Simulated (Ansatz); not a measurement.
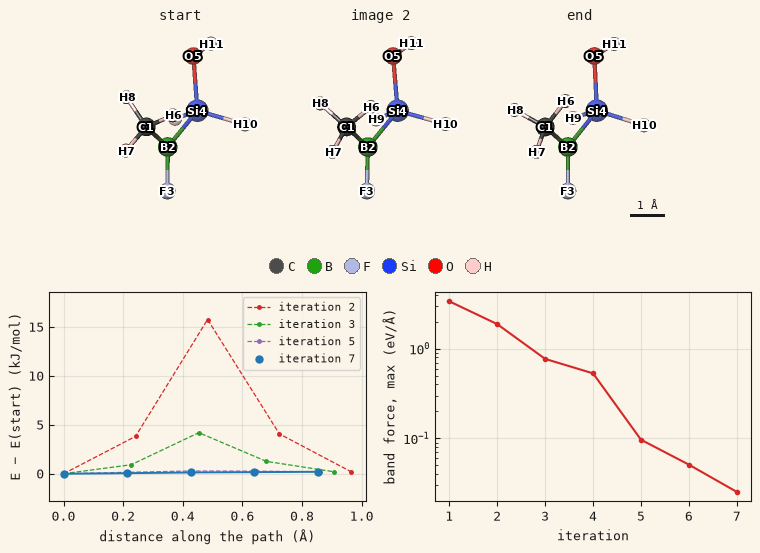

A nudged-elastic-band calculation for CH6BFOSi. Images are numbered from 0 (start) to 4 (end). The plot follows the band through its iterations. Style: ball-and-stick. Shown from a free direction.

Level of theory: RKS PBE0-D4/def2-mTZVP in Ansatz 0.2.0. Settings: 3 movable images; no climbing image; force threshold 0.05 eV/Å; iteration limit 60; starting path through a guess of the saddle point.

### Did the band converge, and can the barrier be trusted?

The run is converged, with reservations. The band converged in 7 iterations. The largest component of the band force went from 3.4 to 0.025 eV/Å. So few images resolve the path coarsely. The first iteration put the highest image at 64.73 kJ/mol. No barrier shows: the energy is highest at the end, and the end lies 0.20 kJ/mol above the start.

Cost: 43 s on 2 threads of Intel(R) Xeon(R) 6975P-C (Granite Rapids) (shared host), peak memory 0.28 GiB.
